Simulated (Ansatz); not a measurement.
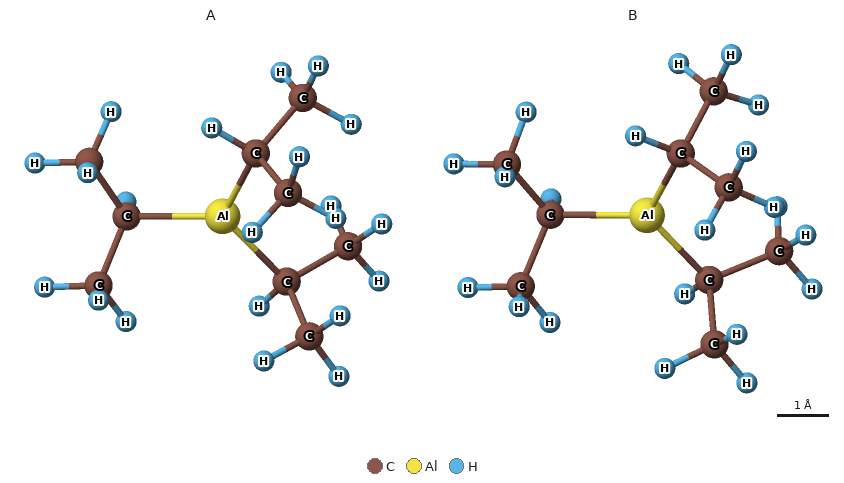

Two geometries of C9H21Al (coarse preliminary run), drawn at one scale. One is the start of a relaxation, the other its converged end. A ball-and-stick model, seen at a tilt.

All numbers below come from RKS PBE-D4/def2-SVP (Ansatz 0.2.0). Settings: force threshold 0.03 eV/Å; at most 200 steps.

**Which one is relaxed?**

Structure B is the relaxed one. The start comes from a force field. An H atom moves most after the best rigid fit: 0.63 Å. Largest moves by element: H 0.63 Å, C 0.40 Å, Al 0.06 Å. Among the contacts that change: C–H 1.015 → 1.115 Å, Al–C 2.060 → 1.998 Å, C–H 1.160 → 1.112 Å, C–C 1.495 → 1.542 Å. Bond angles that change, for instance: H–C–H 113.0° → 106.6°, C–C–H 106.7° → 112.0°, C–C–Al 114.9° → 109.6°. The energy falls by 15.0 kcal/mol in 12 geometry steps. The largest force component goes from 3.4 to 0.023 eV/Å. The forces were under the threshold at step 3, but the run went on from there. The run took about 24 s of wall time on a shared GPU.
